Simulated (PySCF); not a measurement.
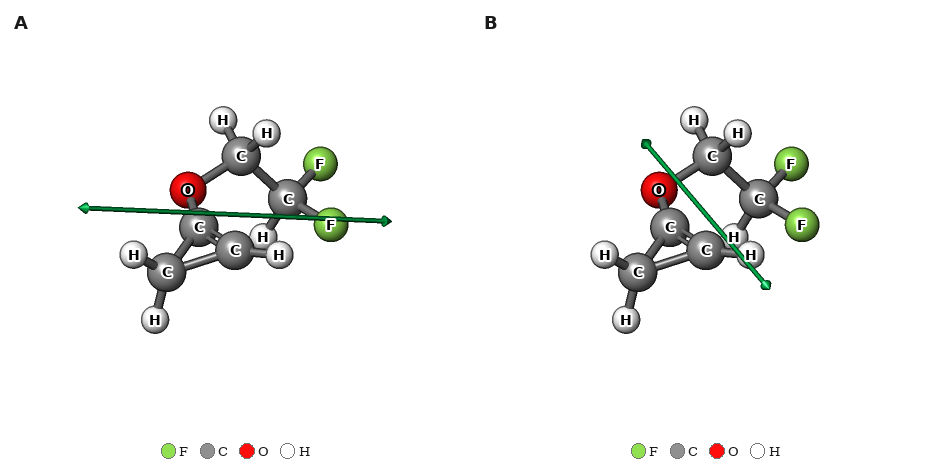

The double arrows show the directions of two transition dipoles from the ground state (lengths mean nothing). The geometry was computed by an optimisation with GFN2-xTB. No frequency run is at hand to confirm it as a minimum. Level of theory: TDDFT CAM-B3LYP/def2-SVPD, vertical, gas phase, core orbitals frozen in the response (PySCF 2.14.0).

### One belongs to singlet state 2 and one to singlet state 7. Which is which?

A: state 7, 7.77 eV (160 nm), oscillator strength 0.030, mainly HOMO → LUMO+5 (weight 0.69).
B: state 2, 6.58 eV (189 nm), oscillator strength 0.10, of mixed character, with the largest part HOMO → LUMO+3 (weight 0.44).
